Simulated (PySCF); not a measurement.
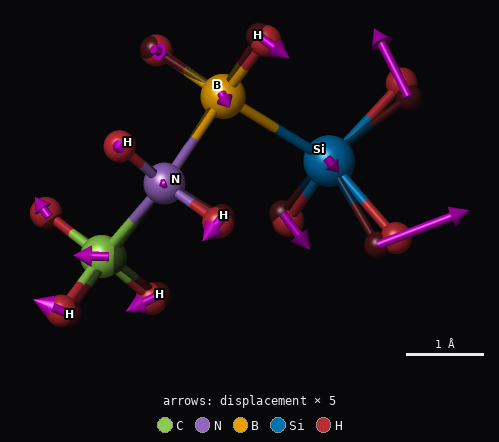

A relaxation of CH10BNSi. The starting structure is drawn faded, the final one solid; purple arrows show the displacements, 5 times their true length. The two geometries are superimposed by the best rigid fit.

Style: ball-and-stick. Shown at a tilt.

The start comes from GFN2-xTB. Its atoms were then displaced at random by about 0.01 Å.

Computed with PBE0-D3(BJ)/def2-SVP geometry optimisation, gas phase in PySCF. 

Question: Which element moves most?

Answer: Hydrogen: up to 0.25 Å, against 0.09 Å for carbon.

Question: What did the optimiser do to the structure, and how much energy did it gain?

Answer: An H atom moves most after the best rigid fit: 0.25 Å. By element the largest moves are H 0.25 Å, C 0.09 Å, Si 0.05 Å, B 0.05 Å, N 0.02 Å. Some distances before and after: H–Si 1.421 → 1.500 Å, C–N 1.434 → 1.469 Å, B–H 1.196 → 1.224 Å, B–Si 2.000 → 2.026 Å. Among the angles between lasting bonds that change: B–Si–H 119.2° → 112.4°, H–C–H 106.2° → 110.1°, Si–B–H 115.6° → 112.5°. Over 9 geometry steps the energy falls by 3.62 kcal/mol. The run took 40 s on 1 thread of Arm Neoverse V1 (shared host).
